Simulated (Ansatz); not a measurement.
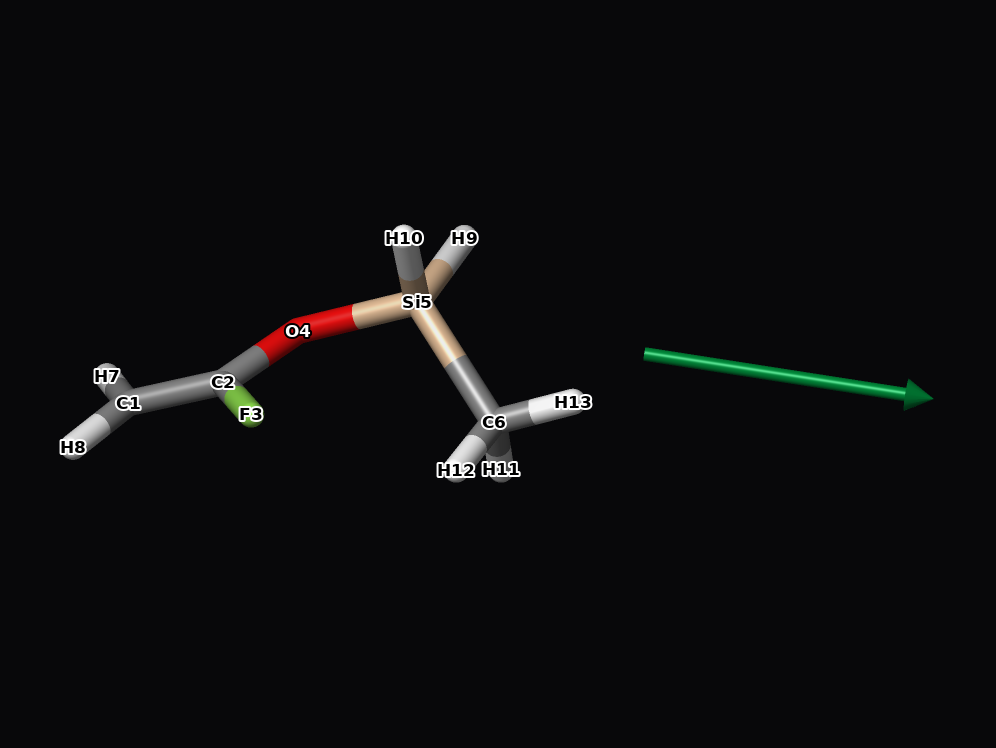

The arrow beside the molecule shows the direction of the dipole moment, from the negative to the positive end (its length means nothing). Computed geometry: PBE-D4/def2-SVP optimisation. No frequency run is at hand to confirm it as a minimum. Level of theory: RKS PBE-D4/def2-SVP (Ansatz 0.2.0).

Question: How large is the dipole moment?

Answer: 1.56 D; it points from the side of H8 to the side of H13 (the outermost atoms at the two ends).
